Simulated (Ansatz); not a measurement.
# Fields on a plane of Nb3Sn (A15, Cr3Si type)

```xyz
8
Lattice="5.3193 0.0000 0.0000 0.0000 5.3193 0.0000 0.0000 0.0000 5.3193" Properties=species:S:1:pos:R:3 pbc="T T T"
Nb     1.3298     0.0000     2.6597
Nb     3.9895     0.0000     2.6597
Nb     0.0000     2.6597     1.3298
Nb     0.0000     2.6597     3.9895
Nb     2.6597     1.3298     0.0000
Nb     2.6597     3.9895     0.0000
Sn     0.0000     0.0000     0.0000
Sn     2.6597     2.6597     2.6597
```

The slice is a {100} plane (indices of the conventional cell) through the point (0.500, 0.750, 0.000) (fractional), spanned by u = [100] and v = [010] in vectors of this cell: u (5.32 Å) and v (5.32 Å, at 90° to u). It covers one period; positions are fractions (u, v).

Atoms on it: Nb at (0.00, 0.50); Nb at (0.00, 0.00); Sn at (0.50, 0.25).

Computed with PBE (plane waves to 420 eV, PAW, scalar-relativistic; Ansatz, a program for electronic structure). k mesh 9×9×9. Near the nuclei the fields are pseudised (PAW); where an atom keeps semicore shells as valence, they peak there. Nb3Sn is run without spin polarisation. Nb3Sn was relaxed with its symmetry unable to fall.

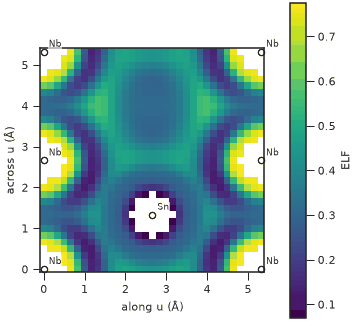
Fig. 1. Electron localisation function (ELF), one period of the plane, atoms marked. Points within 0.5 Å of a nucleus are left white, as the pseudised field means little there.

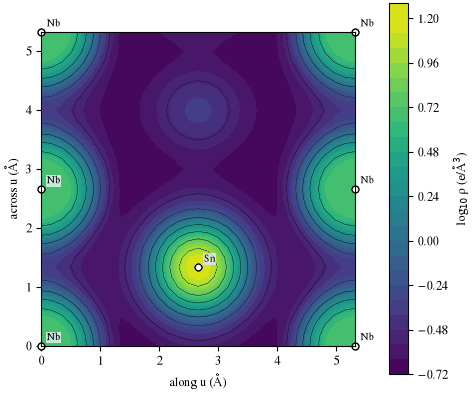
*Log₁₀ of the valence density in e/Å³, one period of the plane, atoms marked. The scale is logarithmic, as a density can span decades between atoms and voids.*

| Quantity | Value |
|---|---|
| Density on the Nb–Nb line (2.66 Å) at its midpoint | 0.43 e/Å³ |
| ELF at that point | 0.31 |
